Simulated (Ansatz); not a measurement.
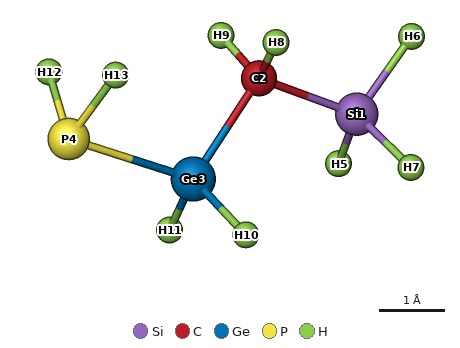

CH9GePSi (coarse preliminary run), before the relaxation. A ball-and-stick model, seen at a tilt.

The start comes from a force field.

Method: RKS PBE-D4/def2-SVP in Ansatz.

The input:
```yaml
crystal:
  periodic: [false, false, false]
  atoms:
    - {symbol: Si, position_ang: [-1.217800, 1.453500, -0.805600]}
    - {symbol: C, position_ang: [-0.522900, 0.311800, 0.415800]}
    - {symbol: Ge, position_ang: [0.870300, -0.697400, -0.450900]}
    - {symbol: P, position_ang: [1.885100, -2.133900, 1.076800]}
    - {symbol: H, position_ang: [-1.814900, 0.733900, -1.968800]}
    - {symbol: H, position_ang: [-2.341600, 2.279700, -0.171100]}
    - {symbol: H, position_ang: [-0.201800, 2.423900, -1.296600]}
    - {symbol: H, position_ang: [-0.064900, 0.902300, 1.265600]}
    - {symbol: H, position_ang: [-1.297300, -0.365200, 0.823600]}
    - {symbol: H, position_ang: [1.999600, 0.275600, -0.920900]}
    - {symbol: H, position_ang: [0.311700, -1.498300, -1.609700]}
    - {symbol: H, position_ang: [0.537500, -2.614600, 1.556100]}
    - {symbol: H, position_ang: [1.877500, -1.106000, 2.100400]}
basis:
  gaussian: {orbitals: def2-SVP}
hamiltonian: {xc: pbe, dispersion: d4}
relax: {f_tol: 0.03, max_steps: 200}
```

Command:
```bash
ansatz run in.yaml --threads 4 --pin off --events-out ev --progress --plain --max-ram 10444MiB
```

What does the optimiser find from here?

Over 4 geometry steps the energy falls by 5.23 kcal/mol. The largest force component goes from 1.5 to 0.024 eV/Å. H13 moves most after the best rigid fit: 0.16 Å. By element the largest moves are H 0.16 Å, Si 0.16 Å, P 0.11 Å, Ge 0.09 Å, C 0.05 Å. Among the contacts that change: Si1–C2 1.811 → 1.892 Å, P4–H12 1.509 → 1.442 Å, C2–Ge3 1.926 → 1.980 Å, Ge3–H11 1.515 → 1.555 Å. Among the angles between lasting bonds that change: Si1–C2–Ge3 107.7° → 113.8°, C2–Ge3–P4 110.1° → 113.8°, H10–Ge3–H11 111.4° → 108.5°. The run took 55 s on 4 threads of AMD EPYC, with other jobs on the host.

History of the run:

```tsv
step	E − E(0), kcal/mol	largest force component, eV/Å
0	0.00	1.4811
1	-4.26	0.8146
2	-5.12	0.2139
3	-5.22	0.0590
4	-5.23	0.0237
```

The structure at the end:

```xyz
13

Si   -1.3171    1.5689   -0.8372
C    -0.5356    0.3532    0.3841
Ge    0.9237   -0.7344   -0.3946
P     1.9218   -2.2160    1.1311
H    -1.8992    0.8275   -2.0115
H    -2.4172    2.3692   -0.1886
H    -0.2741    2.5260   -1.3510
H    -0.1177    0.9084    1.2503
H    -1.3075   -0.3396    0.7804
H     2.0394    0.2056   -0.9316
H     0.3770   -1.5784   -1.5803
H     0.6480   -2.7092    1.5943
H     1.9789   -1.2160    2.1693
```

The end point in the same view:

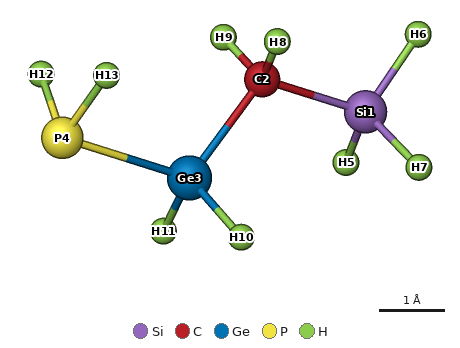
